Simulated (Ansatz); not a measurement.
# (KCl)2(NaI)1 [001] superlattice, started as rocksalt type: from the cell to its phonons

Aim: the vibrations of (KCl)2(NaI)1 [001] superlattice, started as rocksalt type, their spectra, and whether the structure is stable.

Calculated with Ansatz 0.2.0; DFT PBE, scalar-relativistic, plane waves, PAW.

The structure was built from a prototype and need not be the compound's stable phase.

## Step 1: Starting point

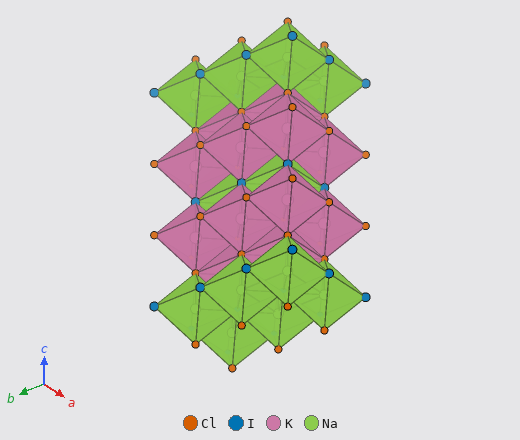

The cell as given, from a free direction (chlorine orange, iodine blue, potassium pink, sodium green). 1×2×1 cells are drawn. This picture shows the conventional cell, with its axes. Some periodic images of atoms are drawn too.

## Step 2: Bringing the structure to rest

The cell and atoms are relaxed, since residual forces and stress would shift the frequencies.

input.yaml

```yaml
crystal:
  lattice:
    - [3.175, 3.175, 0.0]
    - [-3.175, 3.175, 0.0]
    - [3.175, 0.0, 9.525]
  atoms:
    - { symbol: Cl, position: [0.5, 0.5, 0.0] }
    - { symbol: Cl, position: [0.833333, 0.166667, 0.333333] }
    - { symbol: I, position: [0.166667, 0.833333, 0.666667] }
    - { symbol: K, position: [0.0, 0.0, 0.0] }
    - { symbol: K, position: [0.333333, 0.666667, 0.333333] }
    - { symbol: Na, position: [0.666667, 0.333333, 0.666667] }
kpoints:
  mp_grid: { grid: [4, 4, 4] }
hamiltonian:
  xc: pbe
scf:
  occupations: { method: gaussian, width: 0.02 }
output:
  forces: true
  stress: true
  eigenvalues: true
relax:
  adjacent_minimum: "off"
  f_tol: 0.005
  max_steps: 80
  cell: { stress_tol: 0.05 }
```

The run is started by

```bash
$ ansatz run input.yaml --threads 8 --pin off --max-ram 14336MiB --backend cpu --events-out ev --progress --plain --runs-dir out
```

Numbers of over 12 decimals in the logs are rounded to 6 here.

The log of the run:

```text
Warning: the atoms were moved onto the symmetric positions of the space group found under crystal.symmetry.tolerance 1.0e-5 (fractional; no operation is sought that the atoms, as they stand in a round, miss by more than twice it, and no atom is moved by as much as it), and the run uses the moved positions. Before a round's move an operation carried an atom to 8.98e-6 Å from where it should land, the largest such dist [...]
Engine: ansatz 0.2.0, x86_64-unknown-linux-gnu
Pseudopotentials: kind: paw
Pseudopotential: Cl, paw, valence charge 7, recommended cutoff 420 eV (normal), Cl.paw.azcp
Pseudopotential: I, paw, valence charge 17, recommended cutoff 420 eV (normal), I.paw.azcp
Pseudopotential: K, paw, valence charge 9, recommended cutoff 420 eV (normal), K.paw.azcp
Pseudopotential: Na, paw, valence charge 9, recommended cutoff 420 eV (normal), Na.paw.azcp
Functional definition: PBE
  parameter kappa = 0.804
  parameter beta = 0.066725
  exchange = pbe_x(kappa = kappa, mu = beta*pi^2/3)
  correlation = pbe_c(beta = beta)
Crystal: 6 atoms, lattice volume = 192.036 Å³
Basis set: ecut = 420 eV, 3775 PW (Γ), exchange–correlation on 64×64×144 points (8 copies of the dense FFT grid, shifted against one another)
Bands: 35, of which v1, the nominal top of the filled ones, is band 29 counted from 1 (28 counted from 0)
Symmetry: 16 space group operations
Space group: I4/mmm (ITA 139), of the structure as read, at distance tolerance 5.8e-5 Å
k-points: 13 of 64
Non-local potential: Cl, projectors of the file, l = 0: 2, l = 1: 2, l = 2: 2
Non-local potential: I, projectors of the file, l = 0: 2, l = 1: 2, l = 2: 2, l = 3: 2
Non-local potential: K, projectors of the file, l = 0: 3, l = 1: 2, l = 2: 2
Non-local potential: Na, projectors of the file, l = 0: 3, l = 1: 2, l = 2: 1
PAW form: soft (Blöchl's): semilocal exchange-correlation on the pseudo side does not see the compensation charge
PAW one-centre angular grid: Cl, 110 points (default); XC on 64 Gauss nodes
PAW one-centre angular grid: I, 590 points (default); XC on 64 Gauss nodes
PAW one-centre angular grid: K, 110 points (default); XC on 64 Gauss nodes
PAW one-centre angular grid: Na, 110 points (default); XC on 64 Gauss nodes
Initial density: superposition of atomic densities (neutral atoms: chi_scale 0, normalization atom), corrected by the library's trained network
Initial wavefunctions: pseudopotential atomic-orbital guess
Functional: x = pbe(κ = 0.804, μ = 0.219515), c = pbe(β = 0.066725)
SCF iter   1: F=—  HF=-14244.093377 eV  |F-HF|=—  |Δ(HF+E_count)|=         —  Δρ=3.61e-4  dr2=7.24e-4  ethr=1.77e-3  ⟨swp⟩=12.1  Hψ=2453  notcnv=0  defer=1
preconditioner: auto → Resta (q_TF=auto, 2.235 Å⁻¹)  ε∞=2.5  [insulator: Δε(μ)=4.398 eV  Ē_g=13.028 eV  σ=0.020 eV  W_gap=1.00  n_scr=42 (ndim 8)  ℏωp=16.1 eV  f_vac=0.092  D(μ)=0.00/eV (n_scr^D=0)  ε∞_Penn≈2.5]
SCF iter   2: F=—  HF=-14244.092098 eV  |F-HF|=—  |Δ(HF+E_count)|=   1.28e-3  Δρ=3.02e-4  dr2=3.35e-4  ethr=1.25e-6  ⟨swp⟩=3.1  Hψ=1199  notcnv=0  defer=20
SCF iter   3: F=—  HF=-14244.092048 eV  |F-HF|=—  |Δ(HF+E_count)|=   4.97e-5  Δρ=1.24e-4  dr2=7.50e-5  ethr=5.77e-7  ⟨swp⟩=2.0  Hψ=798  notcnv=0  defer=20
SCF iter   4: F=—  HF=-14244.092084 eV  |F-HF|=—  |Δ(HF+E_count)|=   3.62e-5  Δρ=4.59e-5  dr2=5.26e-6  ethr=1.29e-7  ⟨swp⟩=2.0  Hψ=798  notcnv=0  defer=20
SCF iter   5: F=—  HF=-14244.092085 eV  |F-HF|=—  |Δ(HF+E_count)|=   6.16e-7  Δρ=1.97e-5  dr2=7.81e-7  ethr=9.07e-9  ⟨swp⟩=2.0  Hψ=798  notcnv=0  defer=20
SCF iter   6: F=-14244.092085 eV  HF=-14244.092085 eV  |F-HF|=2.73e-9  |Δ(HF+E_count)|=   1.46e-7  Δρ=2.79e-6  dr2=1.37e-8  ethr=1.72e-10  ⟨swp⟩=10.2  Hψ=2573  notcnv=0
SCF 1 converged in 6 iterations: F = -14244.092085 eV  dr2 = 1.37e-8
  greatest PAW one-centre occupation: 0.999 electrons in one spin orbital (limit 2), on the Na atom at site 5 (counted from 0), in its partial waves of l = 0
relax step   1: F+E_penalty+E_count = -14244.09208495 eV  Δ(F+E_penalty+E_count) = +0.000e0 eV  max|allowed force component| = 5.477e-1 eV/Å  Δτ_max = 0.0000 Å  P = +1.101 GPa  Ω = 192.036 Å³  (6 SCF iters, dr2 threshold 1.00e-7 eV, accepted)
Crystal: 6 atoms, lattice volume = 198.824 Å³
Basis set: ecut = 420 eV, 3889 PW (Γ), exchange–correlation on 64×64×144 points (8 copies of the dense FFT grid, shifted against one another)
Initial density: handed on by an earlier stage of this run
Initial wavefunctions: those handed on with the density
iter 1 solved again at ethr=9.28e-4 eV; its pass at ethr=3.10e-3 eV (dr2=5.38e-1 eV) is discarded
SCF iter   1: F=—  HF=-14244.380655 eV  |F-HF|=—  |Δ(HF+E_count)|=         —  Δρ=1.19e-2  dr2=5.46e-1  ethr=9.28e-4  ⟨swp⟩=1.2  Hψ=2662  notcnv=0
preconditioner: auto → Resta (q_TF=auto, 2.222 Å⁻¹)  ε∞=2.5  [insulator: Δε(μ)=3.790 eV  Ē_g=13.058 eV  σ=0.020 eV  W_gap=1.00  n_scr=42 (ndim 8)  ℏωp=15.8 eV  f_vac=0.102  D(μ)=0.00/eV (n_scr^D=0)  ε∞_Penn≈2.5]
SCF iter   2: F=—  HF=-14244.213073 eV  |F-HF|=—  |Δ(HF+E_count)|=   1.68e-1  Δρ=3.34e-3  dr2=3.44e-2  ethr=9.28e-4  ⟨swp⟩=3.4  Hψ=791  notcnv=0
SCF iter   3: F=—  HF=-14244.203771 eV  |F-HF|=—  |Δ(HF+E_count)|=   9.30e-3  Δρ=1.28e-3  dr2=2.63e-3  ethr=5.94e-5  ⟨swp⟩=3.3  Hψ=909  notcnv=0  defer=20
SCF iter   4: F=—  HF=-14244.203446 eV  |F-HF|=—  |Δ(HF+E_count)|=   3.25e-4  Δρ=1.32e-4  dr2=6.24e-5  ethr=4.54e-6  ⟨swp⟩=2.0  Hψ=725  notcnv=0  defer=22
SCF iter   5: F=—  HF=-14244.203415 eV  |F-HF|=—  |Δ(HF+E_count)|=   3.16e-5  Δρ=5.47e-5  dr2=7.20e-6  ethr=1.08e-7  ⟨swp⟩=2.0  Hψ=709  notcnv=0  defer=22
SCF iter   6: F=-14244.203418 eV  HF=-14244.203417 eV  |F-HF|=3.97e-7  |Δ(HF+E_count)|=   2.63e-6  Δρ=1.05e-5  dr2=2.74e-7  ethr=1.03e-9  ⟨swp⟩=10.5  Hψ=2535  notcnv=0
SCF 2 converged in 6 iterations: F = -14244.203418 eV  dr2 = 2.74e-7
relax step   2: F+E_penalty+E_count = -14244.20341784 eV  Δ(F+E_penalty+E_count) = -1.113e-1 eV  max|allowed force component| = 1.397e-1 eV/Å  Δτ_max = 0.1950 Å  P = +0.113 GPa  Ω = 198.824 Å³  energy of the carried Pulay correction = -1.963e-4 eV  (6 SCF iters, dr2 threshold 6.00e-7 eV, accepted)
Crystal: 6 atoms, lattice volume = 199.710 Å³
Basis set: ecut = 420 eV, 3905 PW (Γ), exchange–correlation on 64×64×144 points (8 copies of the dense FFT grid, shifted against one another)
iter 1 solved again at ethr=4.48e-5 eV; its pass at ethr=3.10e-3 eV (dr2=2.60e-2 eV) is discarded
SCF iter   1: F=—  HF=-14244.224581 eV  |F-HF|=—  |Δ(HF+E_count)|=         —  Δρ=2.79e-3  dr2=2.95e-2  ethr=4.48e-5  ⟨swp⟩=2.5  Hψ=2302  notcnv=0
preconditioner: auto → Resta (q_TF=auto, 2.220 Å⁻¹)  ε∞=2.5  [insulator: Δε(μ)=4.078 eV  Ē_g=13.016 eV  σ=0.020 eV  W_gap=1.00  n_scr=42 (ndim 8)  ℏωp=15.8 eV  f_vac=0.102  D(μ)=0.00/eV (n_scr^D=0)  ε∞_Penn≈2.5]
SCF iter   2: F=—  HF=-14244.215516 eV  |F-HF|=—  |Δ(HF+E_count)|=   9.06e-3  Δρ=7.75e-4  dr2=1.74e-3  ethr=4.48e-5  ⟨swp⟩=3.5  Hψ=793  notcnv=0
SCF iter   3: F=—  HF=-14244.215064 eV  |F-HF|=—  |Δ(HF+E_count)|=   4.52e-4  Δρ=2.88e-4  dr2=1.13e-4  ethr=3.00e-6  ⟨swp⟩=2.1  Hψ=685  notcnv=0
SCF iter   4: F=—  HF=-14244.215050 eV  |F-HF|=—  |Δ(HF+E_count)|=   1.40e-5  Δρ=5.65e-5  dr2=7.32e-6  ethr=1.95e-7  ⟨swp⟩=2.0  Hψ=819  notcnv=0
SCF iter   5: F=—  HF=-14244.215047 eV  |F-HF|=—  |Δ(HF+E_count)|=   3.11e-6  Δρ=1.82e-5  dr2=9.81e-7  ethr=1.03e-9  ⟨swp⟩=9.4  Hψ=2317  notcnv=0
SCF iter   6: F=-14244.215047 eV  HF=-14244.215047 eV  |F-HF|=2.99e-8  |Δ(HF+E_count)|=   4.02e-7  Δρ=6.13e-6  dr2=5.14e-8  ethr=1.03e-9  ⟨swp⟩=6.5  Hψ=1876  notcnv=0
SCF 3 converged in 6 iterations: F = -14244.215047 eV  dr2 = 5.14e-8
relax step   3: F+E_penalty+E_count = -14244.21504740 eV  Δ(F+E_penalty+E_count) = -1.163e-2 eV  max|allowed force component| = 2.894e-2 eV/Å  Δτ_max = 0.0424 Å  P = +0.103 GPa  Ω = 199.710 Å³  energy of the carried Pulay correction = -2.215e-4 eV  (6 SCF iters, dr2 threshold 6.00e-7 eV, accepted)
[...]
relax step   4: F+E_penalty+E_count = -14244.21634662 eV  Δ(F+E_penalty+E_count) = -1.299e-3 eV  max|allowed force component| = 8.253e-3 eV/Å  Δτ_max = 0.0136 Å  P = +0.039 GPa  Ω = 200.817 Å³  energy of the carried Pulay correction = -2.527e-4 eV  (5 SCF iters, dr2 threshold 7.00e-8 eV, accepted)
[...]
relax step   5: F+E_penalty+E_count = -14244.21681046 eV  Δ(F+E_penalty+E_count) = -4.638e-4 eV  max|allowed force component| = 1.477e-3 eV/Å  Δτ_max = 0.0093 Å  P = -0.011 GPa  Ω = 201.644 Å³  energy of the carried Pulay correction = -2.759e-4 eV  (5 SCF iters, dr2 threshold 4.06e-8 eV, accepted)
Initial wavefunctions: pseudopotential atomic-orbital guess (no wavefunctions were taken with the density)
iter 1 solved again at ethr=7.33e-7 eV; its pass at ethr=3.10e-3 eV (dr2=4.25e-4 eV) is discarded
SCF iter   1: F=—  HF=-14244.198905 eV  |F-HF|=—  |Δ(HF+E_count)|=         —  Δρ=4.29e-4  dr2=1.35e-5  ethr=7.33e-7  ⟨swp⟩=3.2  Hψ=3705  notcnv=0
preconditioner: auto → Resta (q_TF=auto, 2.217 Å⁻¹)  ε∞=2.5  [insulator: Δε(μ)=4.059 eV  Ē_g=12.989 eV  σ=0.020 eV  W_gap=1.00  n_scr=42 (ndim 8)  ℏωp=15.7 eV  f_vac=0.104  D(μ)=0.00/eV (n_scr^D=0)  ε∞_Penn≈2.5]
SCF iter   2: F=—  HF=-14244.212247 eV  |F-HF|=—  |Δ(HF+E_count)|=   1.33e-2  Δρ=2.16e-4  dr2=2.85e-6  ethr=2.33e-8  ⟨swp⟩=2.2  Hψ=793  notcnv=0
SCF iter   3: F=—  HF=-14244.216181 eV  |F-HF|=—  |Δ(HF+E_count)|=   3.93e-3  Δρ=9.43e-5  dr2=8.53e-7  ethr=4.91e-9  ⟨swp⟩=2.0  Hψ=749  notcnv=0
SCF iter   4: F=—  HF=-14244.217062 eV  |F-HF|=—  |Δ(HF+E_count)|=   8.82e-4  Δρ=4.68e-6  dr2=1.71e-8  ethr=1.47e-9  ⟨swp⟩=2.0  Hψ=733  notcnv=0
SCF iter   5: F=—  HF=-14244.217064 eV  |F-HF|=—  |Δ(HF+E_count)|=   1.53e-6  Δρ=7.61e-7  dr2=2.45e-9  ethr=2.95e-11  ⟨swp⟩=2.0  Hψ=745  notcnv=0
SCF iter   6: F=—  HF=-14244.217064 eV  |F-HF|=—  |Δ(HF+E_count)|=   7.42e-9  Δρ=2.98e-7  dr2=3.57e-10  ethr=4.23e-12  ⟨swp⟩=2.0  Hψ=696  notcnv=0
SCF iter   7: F=—  HF=-14244.217064 eV  |F-HF|=—  |Δ(HF+E_count)|=  1.44e-10  Δρ=1.23e-7  dr2=6.33e-11  ethr=1.00e-12  ⟨swp⟩=6.5  Hψ=1805  notcnv=0
SCF iter   8: F=-14244.217064 eV  HF=-14244.217064 eV  |F-HF|=1.82e-12  |Δ(HF+E_count)|=  2.18e-11  Δρ=3.86e-8  dr2=3.90e-12  ethr=1.00e-12  ⟨swp⟩=4.8  Hψ=1500  notcnv=0
SCF 6 converged in 8 iterations: F = -14244.217064 eV  dr2 = 3.90e-12
relax step   6: F+E_penalty+E_count = -14244.21706393 eV  Δ(F+E_penalty+E_count) = -2.535e-4 eV  max|allowed force component| = 1.467e-3 eV/Å  Δτ_max = 0.0000 Å  P = -0.012 GPa  Ω = 201.644 Å³  stress off target by 3.36e-2 GPa  SCF on the basis re-selected at this cell (its energy is not comparable with the rows above)  (8 SCF iters)
basis re-selected at this cell: Δ(F+E_penalty+E_count) = -2.535e-4 eV, ΔP = -0.001 GPa vs the last step (what re-selecting the basis moved, of the pressure what is left beyond the Pulay correction that the steps carried, after the strain that the cell walked since its last selection, with what the two solves' SCF thresholds leave and, on support functions, any second-order correction that the steps lacked; it is no m [...]
SCF converged after 8 iterations
Free energy (F): -14244.217064 eV
Harris-Foulkes:  -14244.217064 eV  (|F-HF|=1.82e-12)
Internal energy: -14244.217064 eV  (E = F + TS)
E sigma→0 (E₀):  -14244.217064 eV
Fermi energy:    3.697665 eV
--- Per-component energies (eV) ---
  E_band       = -904.844173
  E_kinetic    = 1140.951804
  E_local      = -5507.659179  (includes V_loc(G=0)·N_el)
  E_nonlocal   = 107.028459
  E_hartree    = 2309.534756
  E_xc         = -653.217461
  E_vxc        = -754.487665  (∫ρ·V_xc dr)
  E_paw        = -7962.740780  (= ΣΔE_a)
  E_vpaw       = -509.747269  (= ΣTr[D̂ρ^β])
  E_aug_tail   = 0.000134  (compensation charges beyond the density's cutoff)
  E_ewald      = -3678.114796
  E_smearing   = -0.000000  (= −TS)
  E_closure    = -0.000000  (closes the sum)
  Σ components = -14244.217064   (vs F -14244.217064, Δ=0.00e0)
--- Forces (eV/Å), atoms counted from 1 ---
  atom   1  Cl     0.00000000     0.00000000     0.00119206
  atom   2  Cl     0.00000000     0.00000000    -0.00119206
  atom   3  I     -0.00000000     0.00000000     0.00000000
  atom   4  K      0.00000000     0.00000000     0.00146652
  atom   5  K      0.00000000     0.00000000    -0.00146652
  atom   6  Na     0.00000000    -0.00000000     0.00000000
  max |Σ_I F_I| component: 2.17e-19 eV/Å
--- Stress (GPa, compression-positive) ---
       -0.033567       0.000000       0.000000
       -0.000000      -0.033567       0.000000
        0.000000       0.000000       0.031489
  P = ⅓ Tr σ = -0.0119 GPa (-0.119 kbar)
--- Band table (eV; the first three rows and the last of 13) ---
  k-point 0: bands = [... 25 lower, 0.8671, 1.3731, 1.5941, 1.5941, 5.7242, 7.2819, 7.7530, 7.9656, ... 2 higher]
  k-point 1: bands = [... 25 lower, 0.8847, 1.2410, 1.5893, 1.5893, 5.9300, 7.0453, 7.6042, 8.2529, ... 2 higher]
  k-point 2: bands = [... 25 lower, 0.8973, 1.0694, 1.5844, 1.5844, 6.2559, 6.7084, 7.5298, 8.1903, ... 2 higher]
  k-point 12: bands = [... 25 lower, 0.6270, 0.8084, 0.8084, 1.3316, 6.8618, 7.6642, 7.6642, 8.9608, ... 2 higher]
--- Relaxed structure (5 steps of the walk, 5 accepted, 1 SCFs on fresh bases) ---
  F+E_penalty+E_count = -14244.21706393 eV   max|allowed force component| = 1.467e-3 eV/Å   (the final SCF, on the basis selected at the relaxed cell)
  cell:  # Å, volume = 201.6438 Å³
    - [3.204155, 3.204155, 0.0]
    - [-3.204155, 3.204155, 0.0]
    - [3.204155, 0, 9.820373]
  atoms:
    - { symbol: Cl, position: [0.502654, 0.497346, -0.00530834] }
    - { symbol: Cl, position: [0.830679, 0.169321, 0.338642] }
    - { symbol: I, position: [0.166667, 0.833333, 0.666667] }
    - { symbol: K, position: [-0.00749748, 0.00749748, 0.014995] }
    - { symbol: K, position: [0.340831, 0.659169, 0.318338] }
    - { symbol: Na, position: [0.666667, 0.333333, 0.666667] }
```

The job ended after 4.2 s (8 threads of Intel Xeon Platinum 8488C (Sapphire Rapids), shared host; peak memory 0.79 GiB).

Step by step:

| step | energy less that of the first step (eV) | largest force component (eV/Å) | pressure (GPa) | volume (Å³) |
| --- | --- | --- | --- | --- |
| 1 | 0.0000 | 0.5477 | 1.10 | 192.04 |
| 2 | -0.1113 | 0.1397 | 0.11 | 198.82 |
| 3 | -0.1230 | 0.0289 | 0.10 | 199.71 |
| 4 | -0.1243 | 0.0083 | 0.04 | 200.82 |
| 5 | -0.1247 | 0.0015 | -0.01 | 201.64 |
| 6* | -0.1250 | 0.0015 | -0.01 | 201.64 |

Relaxation steps marked * repeat the geometry before them on a plane-wave basis chosen anew for their cell, so energy and pressure can jump there.

The run keeps the 16 symmetry operations that it works with, so distortions that break them were not tested.

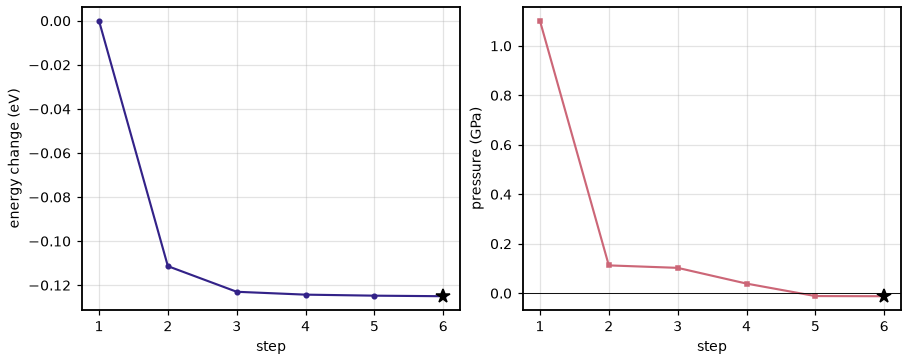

Energy and pressure along the relaxation. Stars mark steps on a basis chosen anew.

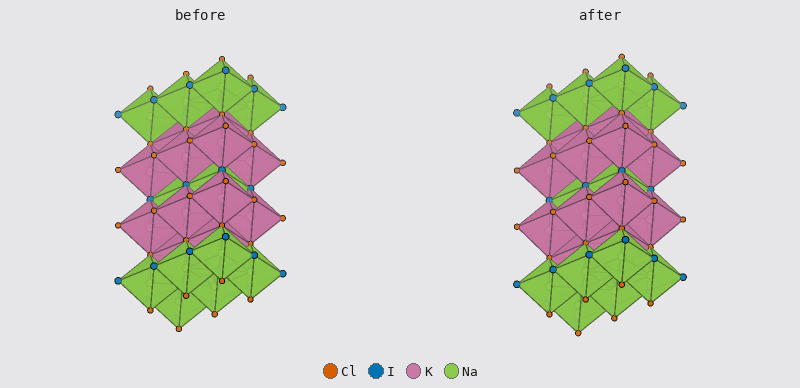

The structure before and after the relaxation, drawn at the same scale.

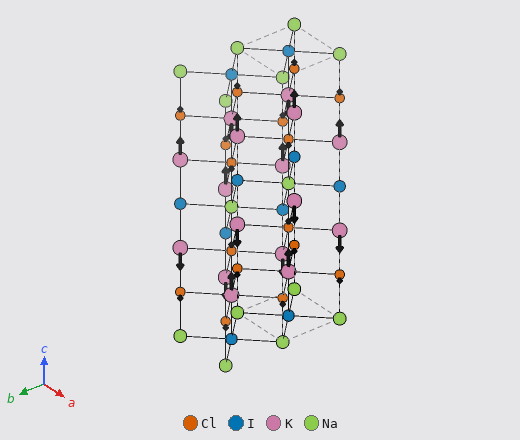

Displacements in the relaxation, exaggerated, measured against the changing cell; the longest in the cell stands for 0.15 Å. 1×2×1 conventional cells are drawn. Some periodic images of atoms are drawn too.

| conventional cell, symmetrised | before | after | change |
| --- | --- | --- | --- |
| a (Å) | 4.490 | 4.531 | +0.9 % |
| b (Å) | 4.490 | 4.531 | +0.9 % |
| c (Å) | 19.050 | 19.641 | +3.1 % |
| volume (Å³/atom) | 32.01 | 33.61 | +5.0 % |

The atoms that moved most (Å, as changes of fractional coordinates times the final cell):

| atom | dx | dy | dz | length |
| --- | --- | --- | --- | --- |
| K4 | 0.000 | 0.000 | 0.147 | 0.147 |
| K5 | 0.000 | 0.000 | -0.147 | 0.147 |
| Cl2 | 0.000 | 0.000 | 0.052 | 0.052 |
| Cl1 | 0.000 | 0.000 | -0.052 | 0.052 |

Final coordinates:

```cif
data_structure
_symmetry_space_group_name_H-M 'P 1'
_symmetry_Int_Tables_number 1
_cell_length_a 4.5314
_cell_length_b 4.5314
_cell_length_c 10.3299
_cell_angle_alpha 102.670
_cell_angle_beta 77.330
_cell_angle_gamma 90.000
_cell_volume 201.64
loop_
_atom_site_label
_atom_site_type_symbol
_atom_site_fract_x
_atom_site_fract_y
_atom_site_fract_z
_atom_site_occupancy
Cl1 Cl 0.50265 0.49735 0.99469 1
Cl2 Cl 0.83068 0.16932 0.33864 1
I3 I 0.16667 0.83333 0.66667 1
K4 K 0.99250 0.00750 0.01499 1
K5 K 0.34083 0.65917 0.31834 1
Na6 Na 0.66667 0.33333 0.66667 1
```

A gap read on the k-mesh alone can miss the band edges.

This step gave:

```yaml
pressure: -0.01188 GPa
gap_on_the_k_mesh: 4.053 eV
volume_per_atom: 33.61 Å³
direct_gap_on_mesh: 4.130 eV
```

In this step the volume went from 32.01 to 33.61 Å³/atom.

(Continued in part 2 of 3.)

[Logs are printed without paths, hosts, clocks, repeated set-up lines and the standing remarks that a program may print on its own settings, such as how far it seeks lower states.]

[Hosts, paths, dates, database ids (printed as entryN), source tags and the programs' standing remarks are cut or masked in the printed files.]
